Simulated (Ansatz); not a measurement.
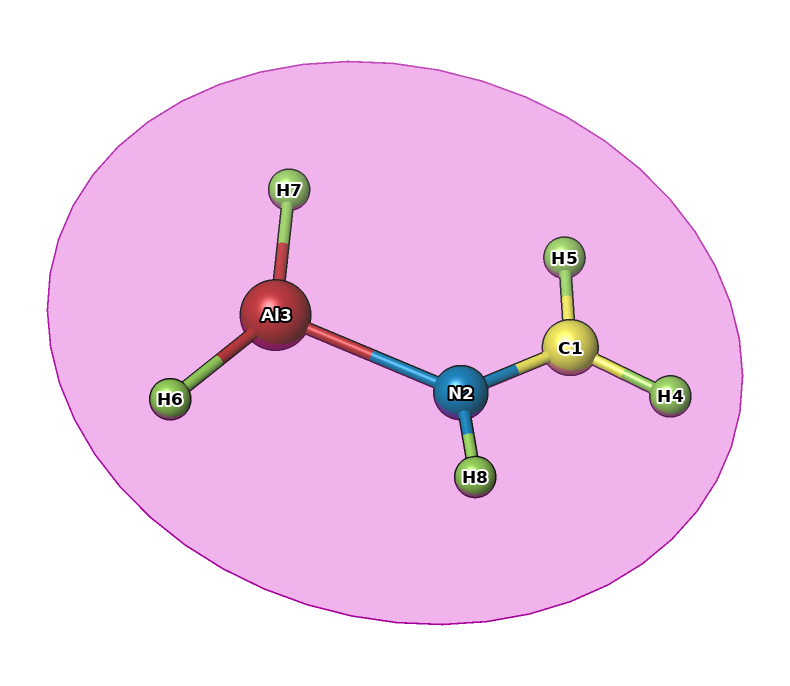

A disc through the centre of mass is drawn in. Atoms fade into the background with distance from the viewer. The species has charge +1 and is a spin singlet. The geometry was computed by an optimisation with PBE-D4/def2-SVP. No frequency run is at hand to confirm it as a minimum.

Question: Is the plane of the disc a mirror plane of the structure?

Answer: Yes. The reflection leaves C1, N2, Al3, H4, H5, H6, H7, H8 in place. The point group is Cs.
